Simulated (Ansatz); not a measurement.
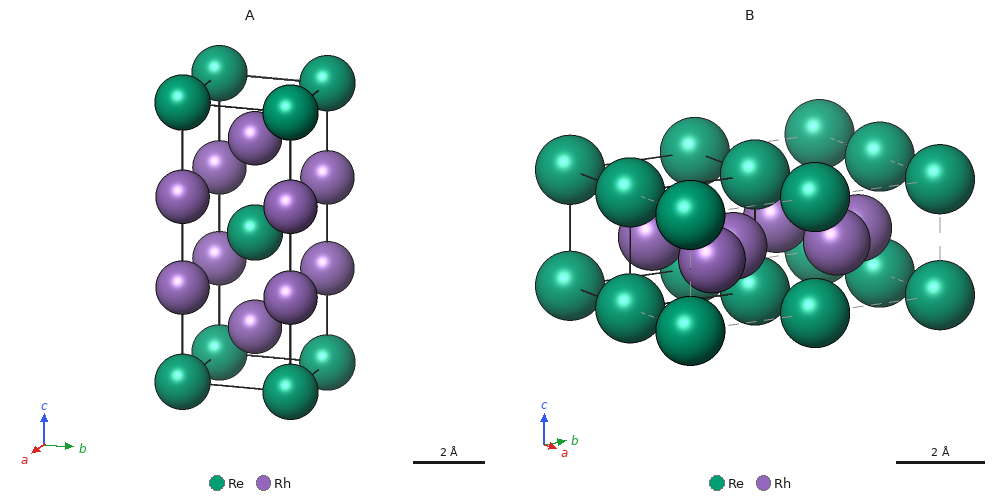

Two structures of ReRh₂, each relaxed to rest (conventional cells in solid outline, small ones repeated, not to one scale). Method: Ansatz, DFT PBE, scalar-relativistic, plane waves, PAW, without spin polarisation.

Question: What are the two structures?

Answer: A: 6 atoms a cell on a body-centred tetragonal lattice, I4/mmm. B: AlB₂ type, P6/mmm.

Question: Which polymorph is favoured?

Answer: B is lower, by 72 meV/atom at this level of theory (energies at zero smearing). Volumes: A 14.6, B 14.4 Å³/atom.

One or both may be structure types tried for this composition rather than known phases.
